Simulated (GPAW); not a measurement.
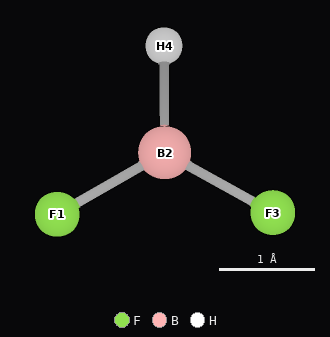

**Figure 1.** The structure (ball-and-stick view, seen at a tilt; atoms are numbered from 1 in the order of the input).

# Frequency calculation of BHF$_{2}$

System: BHF$_{2}$, SMILES FBF.
Method: HCTH407/plane waves, scalar-relativistic datasets (GPAW 26.7.0).

The geometry was optimised with HCTH407/pw.

**The program's output**
```
---------------------
  #    meV     cm^-1
---------------------
  0    5.7i     46.3i
  1    4.7i     38.1i
  2    1.9i     15.4i
  3    8.5      68.5
  4   11.8      95.1
  5   15.8     127.5
  6   65.4     527.3
  7  111.0     895.3
  8  131.0    1056.7
  9  141.1    1138.4
 10  170.6    1375.7
 11  327.6    2642.1
---------------------
Zero-point energy: 0.491 eV
Enthalpy components at T = 298.15 K:
===============================
Enthalpy components at T = 298.15 K:
===============================
E_pot                -20.626 eV
E_ZPE                  0.473 eV
Cv_trans (0->T)        0.039 eV
Cv_rot (0->T)          0.039 eV
Cv_vib (0->T)          0.009 eV
-------------------------------
U                    -20.067 eV
===============================
(C_v -> C_p)           0.026 eV
-------------------------------
H                    -20.042 eV
===============================

Entropy components at T = 298.15 K and P = 100000.0 Pa:
=================================================
{"":15s}{"S":13s}     {"T*S:13s}
S_trans (1 bar)    0.0016334 eV/K        0.487 eV
S_rot              0.0008668 eV/K        0.258 eV
S_elec             0.0000000 eV/K        0.000 eV
S_vib              0.0000383 eV/K        0.011 eV
S (1 bar -> P)    -0.0000000 eV/K       -0.000 eV
-------------------------------------------------
S                  0.0025385 eV/K        0.757 eV
=================================================

Free energy components at T = 298.15 K and P = 100000.0 Pa:
=======================
    H        -20.042 eV
 -T*S         -0.757 eV
-----------------------
    G        -20.798 eV
=======================
```

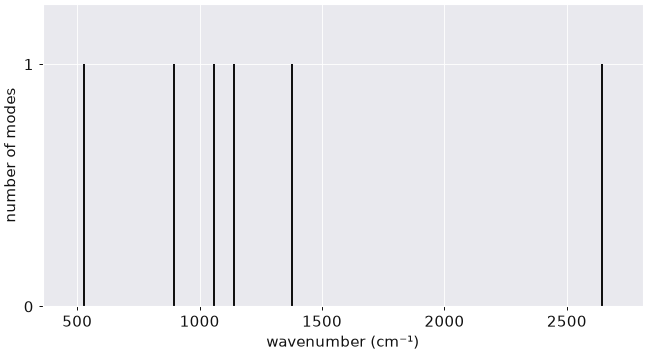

**Figure 2.** Harmonic vibrational wavenumbers from the force constants; neighbouring modes closer than 10 cm⁻¹ are counted in one stick. 6 modes from 527 to 2642 cm⁻¹, none imaginary.

This output came from the following input.

**The input (bf2h.py)**
```python
from ase.io import read
from ase.thermochemistry import IdealGasThermo
from ase.vibrations import Vibrations
from gpaw import GPAW, PW, setup_paths
from gpaw.atom.configurations import parameters
from gpaw.atom.generator import Generator

system = read('relaxed.xyz')

for symbol in ['B', 'F', 'H']:
    Generator(symbol, xcname='HCTH407', scalarrel=True, nofiles=True, txt=None).run(**parameters[symbol])
setup_paths.insert(0, '.')

calc = GPAW(mode={'name': 'pw', 'ecut': 520},
            xc='HCTH407',
            convergence={'density': 1e-05},
            symmetry='off',
            maxiter=100,
            txt='bf2h.txt')
system.calc = calc

energy = system.get_potential_energy()
vib = Vibrations(system, delta=0.01)
vib.run()
vib.summary()
freqs = vib.get_frequencies()
zpe = vib.get_zero_point_energy()

thermo = IdealGasThermo(vib_energies=vib.get_energies(), potentialenergy=energy, atoms=system, geometry='nonlinear',
                        symmetrynumber=2, spin=0.0, ignore_imag_modes=True)
H = thermo.get_enthalpy(298.15, verbose=False)
S = thermo.get_entropy(298.15, 100000.0, verbose=False)
G = thermo.get_gibbs_energy(temperature=298.15, pressure=100000.0)
```

**File relaxed.xyz**
```
4
Lattice="9.0 0.0 0.0 0.0 9.0 0.0 0.0 0.0 9.0" Properties=species:S:1:pos:R:3:magmoms:R:1:forces:R:3 free_energy=-20.626319792202324 energy=-20.626319792202324 dipole="-0.02258548485448975 -0.139966283602877 0.11460931386321735" magmom=0.0 pbc="F F F"
F        5.72814209       5.14515203       4.03609483       0.00000000      -0.00317741       0.00101261       0.00084630
B        4.51784413       4.71406199       4.35209317       0.00000000      -0.00013203       0.00349961      -0.00082279
F        3.47567425       5.32661236       3.81443357       0.00000000       0.00264841      -0.00155671       0.00729654
H        4.37096662       3.79553689       5.10302886       0.00000000      -0.00646670      -0.00394255      -0.00057780
```

Launched with:
```bash
OMP_NUM_THREADS=1 python bf2h.py
```

**Results in brief**

| quantity | value |
| --- | --- |
| outcome | converged |
| energy relative to the program's reference atoms | −20.6263 eV |
| zero-point energy | 0.017395 hartree |
| wavenumbers, lowest and highest | 527 and 2642 cm⁻¹ |
| hardware | 1 thread of Intel Xeon @ 2.70GHz, 189 GiB of memory available, shared host |
| wall time | 3.3 min |
| peak memory | 0.36 GiB |

**Notes**

Further notes kept with the run: datasets made with stock radii, not tested.
